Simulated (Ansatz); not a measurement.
**H4W···HF: density, localisation and related maps**

```yaml
atoms:
  - { symbol: W, position_ang: [-0.3381, 0.0704, -0.5486] }
  - { symbol: F, position_ang: [0.8830, -0.1018, 2.2301] }
  - { symbol: H, position_ang: [1.5899, -0.1283, 1.6344] }
  - { symbol: H, position_ang: [0.4411, 1.5535, -0.2731] }
  - { symbol: H, position_ang: [-1.7253, -0.0385, 0.4173] }
  - { symbol: H, position_ang: [0.7864, -1.1936, -0.3254] }
  - { symbol: H, position_ang: [-0.6975, -0.1617, -2.1952] }
```

Core potentials replace the inner electrons of W.

These are results of RKS PBE0-D4/def2-SVP (Ansatz), not measurements.

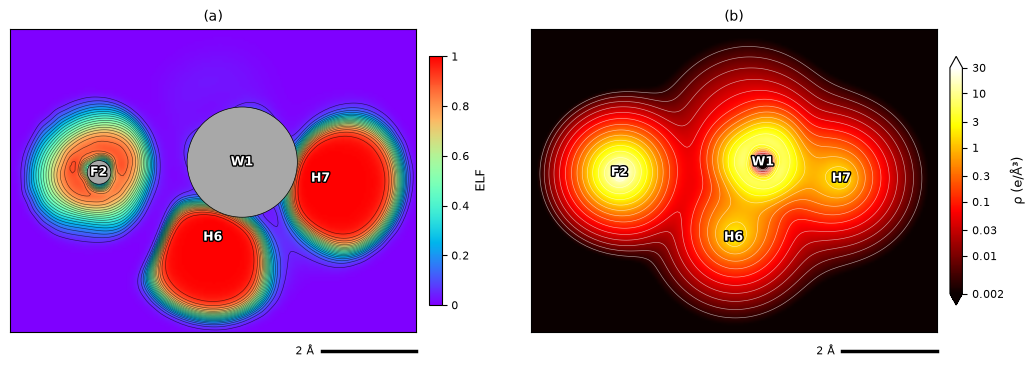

Figure 1. (a) ELF; (b) electron density on the plane of atoms H6, W1 and H7. Grey discs cover the atomic cores in the ELF map.

Question: Read the bonding off the picture.

Answer:
- Atoms in the plane: W, F and H.
- W1···F2 (3.04 Å): the density falls to about 0.06 e/Å³ on the way; the ELF dips to about 0 between them.
- W–H (1.71 Å): ρ at the midpoint is about 1.4 e/Å³; the ELF climbs to about 1 towards the hydrogen.
- The ELF also peaks beside F2, away from the bonds: lone-pair regions.

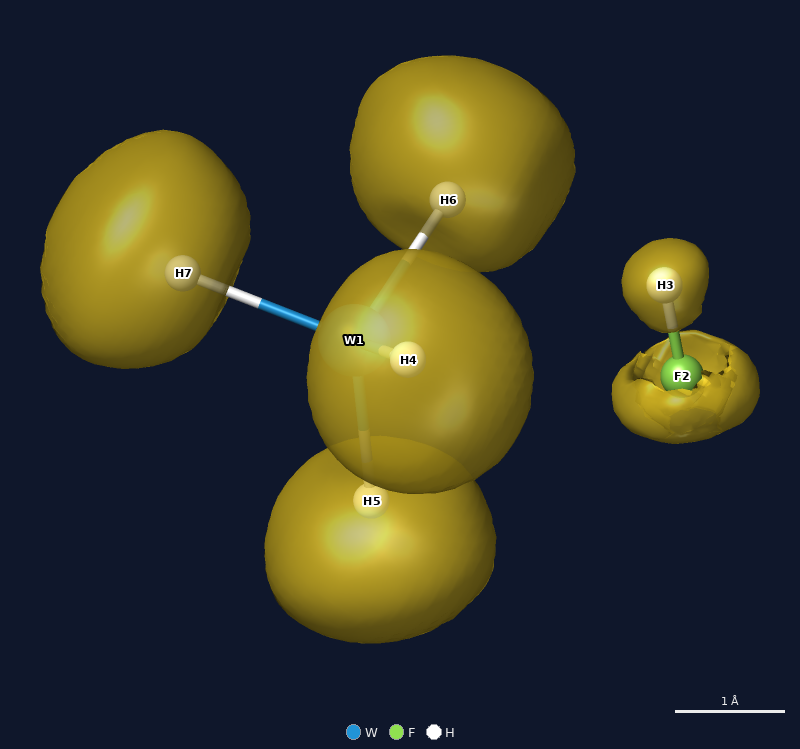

Figure 2. Isosurface of the electron localisation function at 0.85 (yellow), seen across its widest extent. Core shells and regions of very low density are left out.

Question: Where are the electrons localised?

Answer: The surface consists of five regions around hydrogen nuclei and one region wrapped around F (its valence shell). Along the contacts the grid gives the following. F–H (0.92 Å): the ELF climbs to about 1 towards the hydrogen; an ordinary covalent bond to hydrogen.

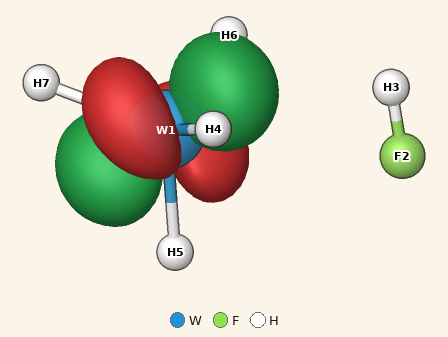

Figure 3. One frontier orbital at ±0.2 Å⁻³ᐟ² (green and red are the two phases), seen across its widest extent.

Question: Which orbital is it: HOMO or LUMO?

Answer: The HOMO, at −5.44 eV. Its weight (Hirshfeld) is mainly on W1 (about 85 %).
